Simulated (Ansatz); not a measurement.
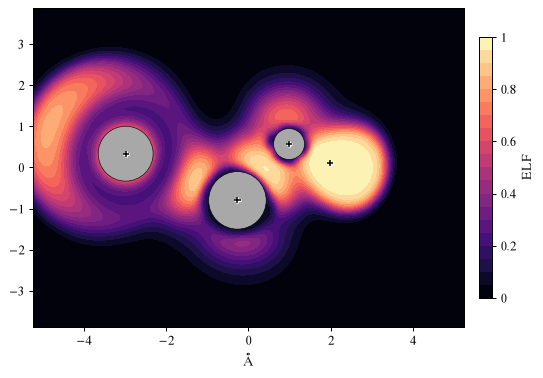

The ELF on a plane through atoms (crosses mark nuclei in the plane; grey discs cover the cores).

Theory: isolated molecule in a Gaussian basis; Kohn-Sham density functional theory, functional PBE0 in Ansatz 0.2.0.

Candidates:
A. CH5InSi (charge +1, doublet)
B. C5H6BNO
C. F2GaGeH3

**Which system is this?**

Candidate A: CH5InSi on the plane of atoms Si3, C1 and H5, which holds C, In, Si and H. C–Si (1.86 Å): the ELF peaks at about 0.95 between the atoms (a covalent bond). In–Si (2.95 Å): the ELF peaks at about 0.85 between the atoms.
